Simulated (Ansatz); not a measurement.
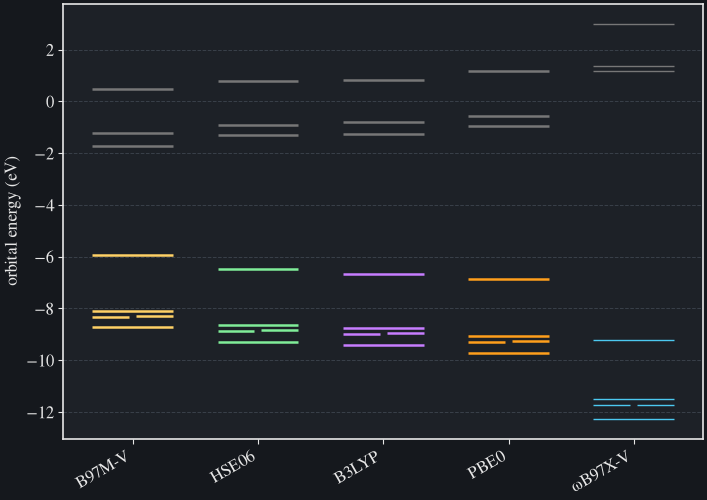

Frontier orbital energies of C₂H₆Cl₂GaN, SMILES C[N](C)[Ga]([Cl])[Cl], singlet at one geometry, def2-TZVPP, the Ansatz code, at a PBE0-D4/def2-TZVP geometry (a minimum by its frequencies). Empty levels are grey, levels within 0.1 eV stand side by side; all columns show the same few orbitals around the gap.

Q: Compare the HOMO-LUMO separations.

A: The separation grows from 4.24 eV (B97M-V) to 10.42 eV (ωB97X-V).

| level | HOMO (eV) | LUMO (eV) | separation (eV) |
| --- | --- | --- | --- |
| B97M-V | −5.95 | −1.71 | 4.24 |
| HSE06 | −6.47 | −1.31 | 5.15 |
| B3LYP | −6.67 | −1.26 | 5.41 |
| PBE0 | −6.87 | −0.94 | 5.92 |
| ωB97X-V | −9.23 | 1.19 | 10.42 |

Limits of at least one run: empty levels above zero depend strongly on the basis; no scalar relativity up to krypton; one conformer of a flexible molecule.
